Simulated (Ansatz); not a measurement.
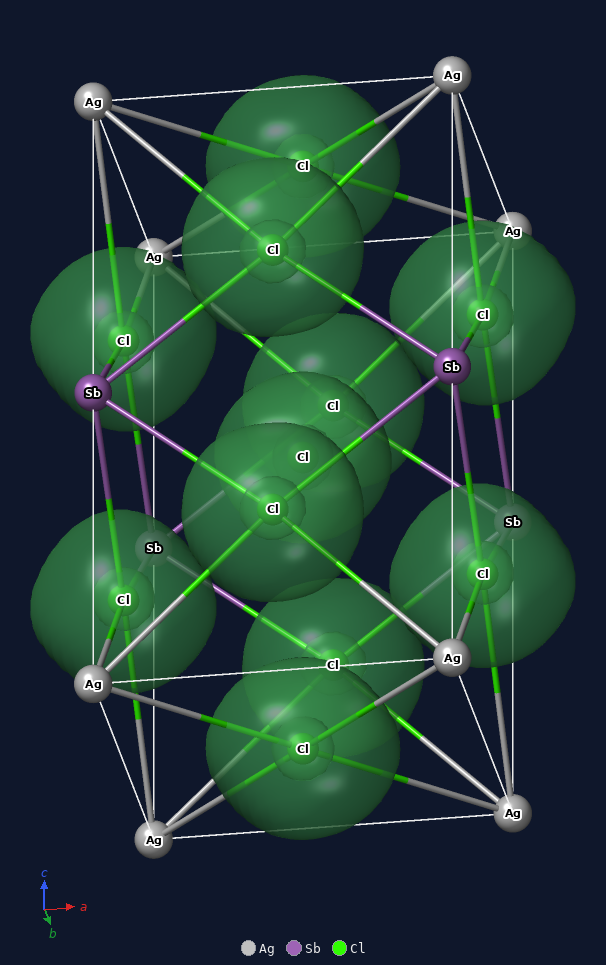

Figure 1: AgSbCl$_{6}$. Isosurface of the electron localisation function at 0.7 (green), seen at an oblique angle. Only the valence region is drawn (cores and ρ < 0.01 e/Å³ removed). Sticks mark near contacts.

Space group P4/mmm; a structure from a database of computed crystals, not necessarily the ambient phase; started from the AlSiNi6-123 prototype, which need not be the ambient phase.

All numbers below come from DFT, r2SCAN+rVV10, plane waves, PAW (Ansatz).

> What do the ELF domains correspond to?

The ELF exceeds this value in six regions wrapped around Cl (the valence shell of each), counted in one cell of 8 atoms. Regions shared between cells count once.

Values along the shortest contacts:
Sb–Cl (2.93 Å): the ELF peaks at about 0.85 in the valence shell of Cl, 0.8 Å from its nucleus, and drops to about 0.30 between the two atoms. Ag–Cl (3.22 Å): the ELF is about 0.05 at the midpoint; no shared electron pair shows on this line.
